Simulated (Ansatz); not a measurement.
Take MoTe$_{2}$ in the 2H-MoS2 type structure (space group P6_3/mmc, No. 194; a = 3.542 Å, c = 14.182 Å; layered, stacked along the Cartesian z axis) as the base. Axes: x lies along a and z along c of the hexagonal cell.

Structures relaxed with r2SCAN+rVV10/PAW in Ansatz (a program for electronic structure), without spin-orbit coupling.

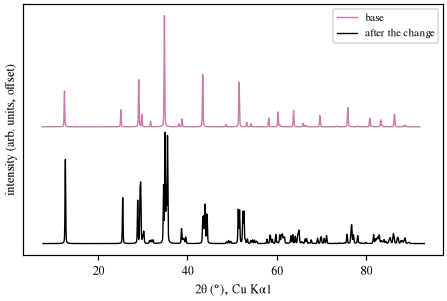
Simulated powder patterns before (top) and after one change

Question: Which change produced these results?
(A) uniaxial strain ε_xx = +3.34 %
(B) strain tensor (xx, yy, zz, yz, xz, xy) = (+0.38, −1.47, −1.54, −0.36, −0.79, −1.00) %
(C) strain tensor (xx, yy, zz, yz, xz, xy) = (−0.84, +0.00, +2.31, +0.47, +0.26, −0.36) %

Answer: B, strain tensor (xx, yy, zz, yz, xz, xy) = (+0.38, −1.47, −1.54, −0.36, −0.79, −1.00) %. Its volume per atom is 25.01 Å³ against 25.68 Å³, and its space group is P-1 (No. 2).

No phonon test of stability was made.
